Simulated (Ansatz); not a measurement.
# H2Al(BH4) (AlBH6): single points with varied inputs

How do the results and run time of H2Al(BH4) (AlBH6) respond when the settings are drawn wide?

Program: Ansatz 0.2.0, Gaussian basis. Level of theory: the settings change from run to run. These are calculated values, not measurements.

### Step 1. The relaxed structure

The geometry comes from an earlier relaxation with PBE0-D4 in a triple-zeta def2 set; it is a stationary point, not always the lowest conformer.

8 atoms, charge 0, spin multiplicity 1.

Atoms are counted from 1 here; the program's logs count them from 0.

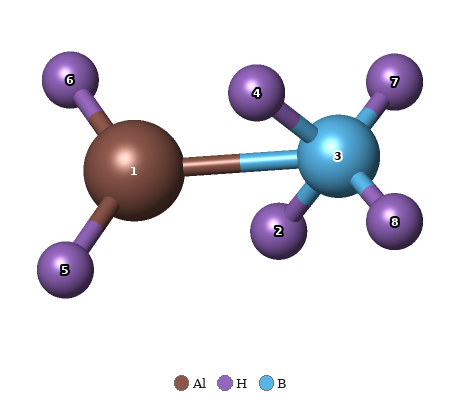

The geometry (aluminium brown, hydrogen purple, boron blue); atoms are numbered from 1 in the order of the file.

### Step 2. wB97M-V/def2-SVPD

Set apart from the defaults: charge -1, multiplicity 2, density fitting with def2-universal-jkfit, the search for lower states set to off.

in.yaml reads:

```yaml
crystal:
  periodic: [false, false, false]
  atoms:
    - {symbol: Al, position_ang: [-0.886619, -0.522829, -0.485129]}
    - {symbol: H, position_ang: [0.076709, 0.943299, -0.508629]}
    - {symbol: B, position_ang: [0.799247, 0.471615, 0.437651]}
    - {symbol: H, position_ang: [0.368735, -0.698845, 0.728151]}
    - {symbol: H, position_ang: [-0.581308, -1.417153, -1.744694]}
    - {symbol: H, position_ang: [-2.291401, -0.272045, 0.180199]}
    - {symbol: H, position_ang: [0.613345, 1.160705, 1.396297]}
    - {symbol: H, position_ang: [1.901283, 0.335254, -0.003855]}
basis:
  gaussian: {orbitals: def2-SVPD, fitting: {mean_field: def2-universal-jkfit}}
total_charge: -1
magnetization: {spin_polarized: true, initial_magnetization: 1}
hamiltonian: {xc: {name: wB97M-V}}
scf: {lower_state_search: off}
output: {forces: true}
```

The run is started by

```sh
$ ansatz run in.yaml --threads 4 --pin off --events-out ev --progress --plain --max-ram 3916MiB
```

The log of the run, shortened:

```text
Functional definition: wB97M-V
  name "wB97M-V"
  cite "Mardirossian & Head-Gordon, J. Chem. Phys. 144, 214110 (2016) doi:10.1063/1.4952647"
  cite "Becke, J. Chem. Phys. 107, 8554 (1997) doi:10.1063/1.475007"
  cite "Vydrov & Van Voorhis, J. Chem. Phys. 133, 244103 (2010) doi:10.1063/1.3521275"
  # Of w^i u^j: cxij and so on, Table III.
[...]
  gx(w, u) = 1 - cx + cx01*u + cx10*w
  gss(w, u) = css00 + css04*u^4 + css10*w + css20*w^2 + css43*w^4*u^3
  gos(w, u) = cos00 + cos10*w + (cos20 + cos21*u)*w^2 + (cos60 + cos61*u)*w^6
[...]
      + integral(e_c_pw_mod_opposite_spin*gos(b97_w_opposite, b97_u_opposite)) + vv10(b, c)
[...]
311 factors; integrals over basis functions are off by at most 4.0e-1 eV
311 factors; integrals over basis functions are off by at most 3.0e-4 eV
[...]
mean field -7365.71518515 eV, -270.6850403932 hartree, gradient 4.7e-6 eV, S^2 0.752136; 0 other end points of the search recorded, 0 dependent functions left out
[...]
reference -7365.71524217 eV, -270.6850424885 hartree; 13, 12 occupied and 79, 80 virtual orbitals, 311 factors
Total energy: -7365.71524217 eV, -270.6850424885 hartree
Atom 0 at    -0.886619    -0.522829    -0.485129 Å, force    -1.299340    -0.764552    -0.711736 eV/Å
Atom 1 at     0.076709     0.943299    -0.508629 Å, force     0.452807     0.173839     0.314409 eV/Å
Atom 2 at     0.799247     0.471615     0.437651 Å, force     0.035356     0.006975     0.000140 eV/Å
Atom 3 at     0.368735    -0.698845     0.728151 Å, force     0.420776     0.352432     0.179422 eV/Å
Atom 4 at    -0.581308    -1.417153    -1.744694 Å, force     0.094812    -0.113991    -0.172603 eV/Å
Atom 5 at    -2.291401    -0.272045     0.180199 Å, force    -0.174219     0.065741     0.129662 eV/Å
Atom 6 at     0.613345     1.160705     1.396297 Å, force     0.041715     0.263850     0.340581 eV/Å
Atom 7 at     1.901283     0.335254    -0.003855 Å, force     0.428093     0.015707    -0.079876 eV/Å
Dipole moment:     0.264928     0.153893     0.142921 e Å
Checks for a lower state left out: stability, starts, cluster_reference, orbital_swaps, neighbouring_geometries, increment
```

Wall time 1.2 s (4 threads of AMD EPYC 9R45, shared host).

Largest force 1.667 eV/Å, ⟨S²⟩ 0.752.

### Step 3. B3LYP/6-31G

Changes to in.yaml since step 2:

```diff
@@ -12,7 +12,4 @@
 basis:
-  gaussian: {orbitals: def2-SVPD, fitting: {mean_field: def2-universal-jkfit}}
-total_charge: -1
-magnetization: {spin_polarized: true, initial_magnetization: 1}
-hamiltonian: {xc: {name: wB97M-V}}
-scf: {lower_state_search: off}
-output: {forces: true}
+  gaussian: {orbitals: 6-31G}
+hamiltonian: {xc: {name: B3LYP}}
+scf: {omitted_lower_state_checks: [starts]}
```

Launched as before.

The log of the run, shortened:

```text
Functional definition: B3LYP
  name "B3LYP"
  cite "Stephens, Devlin, Chabalowski & Frisch, J. Phys. Chem. 98, 11623 (1994) doi:10.1021/j100096a001"
  cite "Becke, Phys. Rev. A 38, 3098 (1988) doi:10.1103/PhysRevA.38.3098"
  cite "Lee, Yang & Parr, Phys. Rev. B 37, 785 (1988) doi:10.1103/PhysRevB.37.785"
  cite "Vosko, Wilk & Nusair, Can. J. Phys. 58, 1200 (1980) doi:10.1139/p80-159"
[...]
456 factors; integrals over basis functions are off by at most 2.1e-4 eV
[...]
mean field -7369.99257565 eV, -270.8422315949 hartree, gradient 4.0e-5 eV, S^2 0.000000; 0 other end points of the search recorded, 0 dependent functions left out
reference -7369.99282229 eV, -270.8422406586 hartree; 12, 12 occupied and 22, 22 virtual orbitals, 456 factors
Total energy: -7369.99282229 eV, -270.8422406586 hartree
Checks for a lower state left out: starts
```

It took 0.15 s on 4 threads of AMD EPYC 9R45, shared host.

### Step 4. SVWN5/def2-TZVP

This run has the search for lower states set to off.

Changes to in.yaml since step 3:

```diff
@@ -12,4 +12,5 @@
 basis:
-  gaussian: {orbitals: 6-31G}
-hamiltonian: {xc: {name: B3LYP}}
-scf: {omitted_lower_state_checks: [starts]}
+  gaussian: {orbitals: def2-TZVP}
+hamiltonian: {xc: {name: SVWN5}}
+scf: {lower_state_search: off}
+output: {forces: true}
```

Launched as before.

The log of the run, shortened:

```text
Functional definition: SVWN5
  name "SVWN5"
  cite "Dirac, Proc. Camb. Phil. Soc. 26, 376 (1930) doi:10.1017/S0305004100016108"
  cite "Slater, Phys. Rev. 81, 385 (1951) doi:10.1103/PhysRev.81.385"
  cite "Vosko, Wilk & Nusair, Can. J. Phys. 58, 1200 (1980) doi:10.1139/p80-159"
[...]
692 factors; their error is unknown
[...]
mean field -7332.75381601 eV, -269.4737324192 hartree, gradient 2.1e-6 eV, S^2 0.000000; 0 other end points of the search recorded, 0 dependent functions left out
[...]
reference -7332.75385972 eV, -269.4737340257 hartree; 12, 12 occupied and 92, 92 virtual orbitals, 692 factors
Total energy: -7332.75385972 eV, -269.4737340257 hartree
Atom 0 at    -0.886619    -0.522829    -0.485129 Å, force     0.143323     0.084487     0.080280 eV/Å
Atom 1 at     0.076709     0.943299    -0.508629 Å, force     0.047890     0.055781     0.008510 eV/Å
Atom 2 at     0.799247     0.471615     0.437651 Å, force    -0.314656    -0.184158    -0.172473 eV/Å
Atom 3 at     0.368735    -0.698845     0.728151 Å, force     0.056056     0.003851     0.046480 eV/Å
Atom 4 at    -0.581308    -1.417153    -1.744694 Å, force     0.041024    -0.061704    -0.091844 eV/Å
Atom 5 at    -2.291401    -0.272045     0.180199 Å, force    -0.096527     0.029319     0.061349 eV/Å
Atom 6 at     0.613345     1.160705     1.396297 Å, force    -0.031056     0.095993     0.135098 eV/Å
Atom 7 at     1.901283     0.335254    -0.003855 Å, force     0.153946    -0.023569    -0.067401 eV/Å
Dipole moment:    -0.177898    -0.106688    -0.099886 e Å
Checks for a lower state left out: stability, starts, cluster_reference, orbital_swaps, neighbouring_geometries, increment
```

It took 0.2 s on 4 threads of AMD EPYC 9R45, shared host.

Largest force 0.403 eV/Å, dipole 1.11 D.

### Step 5. B97M-V/6-31++G**

Set apart from the defaults: atoms shaken by 0.08 Å, the search for lower states set to light.

in.yaml reads:

```yaml
crystal:
  periodic: [false, false, false]
  atoms:
    - {symbol: Al, position_ang: [-0.770606, -0.374815, -0.525399]}
    - {symbol: H, position_ang: [-0.038751, 0.825511, -0.534629]}
    - {symbol: B, position_ang: [0.628514, 0.502528, 0.359244]}
    - {symbol: H, position_ang: [0.231626, -0.758294, 0.703837]}
    - {symbol: H, position_ang: [-0.511649, -1.448688, -1.748264]}
    - {symbol: H, position_ang: [-2.273120, -0.193900, 0.268248]}
    - {symbol: H, position_ang: [0.623126, 1.139124, 1.495336]}
    - {symbol: H, position_ang: [1.769750, 0.349917, -0.091822]}
basis:
  gaussian: {orbitals: "6-31++G**"}
hamiltonian: {xc: {name: B97M-V}}
scf: {lower_state_search: light}
output: {forces: true}
```

The command is unchanged.

The log of the run, shortened:

```text
Functional definition: B97M-V
  name "B97M-V"
  cite "Mardirossian & Head-Gordon, J. Chem. Phys. 142, 074111 (2015) doi:10.1063/1.4907719"
  cite "Becke, J. Chem. Phys. 107, 8554 (1997) doi:10.1063/1.475007"
  cite "Vydrov & Van Voorhis, J. Chem. Phys. 133, 244103 (2010) doi:10.1063/1.3521275"
  # Of w^i u^j: cxij and so on, Table III.
[...]
  gx(w, u) = cx00 + cx01*u + cx02*u^2 + (cx10 + cx11*u)*w
  gss(w, u) = css00 + css02*u^2 + css10*w + (css32*w^3 + css42*w^4)*u^2
  gos(w, u) = cos00 + cos01*u + cos03*u^3 + cos10*w + cos32*w^3*u^2
[...]
      + integral(e_c_pw_mod_opposite_spin*gos(b97_w_opposite, b97_u_opposite)) + vv10(b, c)
786 factors; their error is unknown
[...]
mean field -7367.44736112 eV, -270.7486966858 hartree, gradient 9.3e-6 eV, S^2 0.000000; 0 other end points of the search recorded, 0 dependent functions left out
[...]
reference -7367.44748853 eV, -270.7487013681 hartree; 12, 12 occupied and 66, 66 virtual orbitals, 786 factors
Total energy: -7367.44748853 eV, -270.7487013681 hartree
Atom 0 at    -0.770606    -0.374815    -0.525399 Å, force    -6.684771    -5.998040    -1.775923 eV/Å
Atom 1 at    -0.038751     0.825511    -0.534629 Å, force     1.112848     4.197897    -0.881260 eV/Å
Atom 2 at     0.628514     0.502528     0.359244 Å, force     4.995618     0.283300     4.782171 eV/Å
Atom 3 at     0.231626    -0.758294     0.703837 Å, force     0.832343     1.286518     0.039849 eV/Å
Atom 4 at    -0.511649    -1.448688    -1.748264 Å, force    -0.107149     0.805740     0.513050 eV/Å
Atom 5 at    -2.273120    -0.193900     0.268248 Å, force     1.087035    -0.056839    -0.861971 eV/Å
Atom 6 at     0.623126     1.139124     1.495336 Å, force    -0.431326    -0.645698    -2.010066 eV/Å
Atom 7 at     1.769750     0.349917    -0.091822 Å, force    -0.804598     0.127122     0.194149 eV/Å
Dipole moment:     0.079662     0.097995    -0.113752 e Å
```

Wall time 0.9 s (4 threads of AMD EPYC 9R45, shared host).

Largest force 9.155 eV/Å, dipole 0.82 D.

### Step 6. All runs side by side

```csv
level,charge,multiplicity,geometry,functions,energy (eV),time
wB97M-V/def2-SVPD,-1,2,relaxed,92,-7365.715,1.2 s
B3LYP/6-31G,0,1,relaxed,34,-7369.993,0.15 s
SVWN5/def2-TZVP,0,1,relaxed,104,-7332.754,0.2 s
B97M-V/6-31++G**,0,1,shaken,78,-7367.447,0.9 s
```

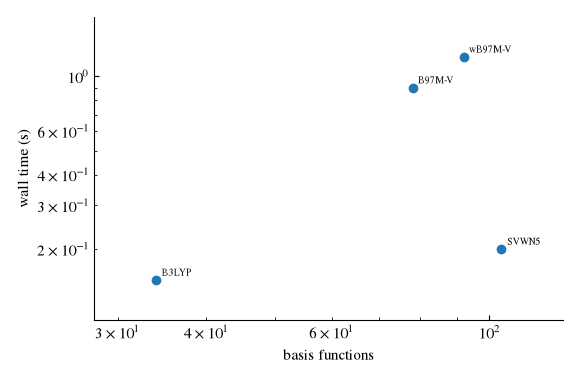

Wall time against the number of basis functions (shared host).

### Step 7. What came out

| quantity | value |
| --- | --- |
| runs | 4 |
| quickest | B3LYP/6-31G, 0.15 s |
| slowest | wB97M-V/def2-SVPD, 1.2 s |
| spread of total energies, same state and geometry | 37.2 eV |

In words: wB97M-V/def2-SVPD took 8 times as long as B3LYP/6-31G. The jobs differ in tasks and options as well as level. Total energies at one charge and spin differ by 37 eV between levels, so only differences within one level mean anything. At the PBE0-D4/def2-TZVP geometry and in the same state, the sound runs without point charges leave forces up to 0.40 eV/Å (SVWN5/def2-TZVP), against 9.2 eV/Å where the atoms were moved.
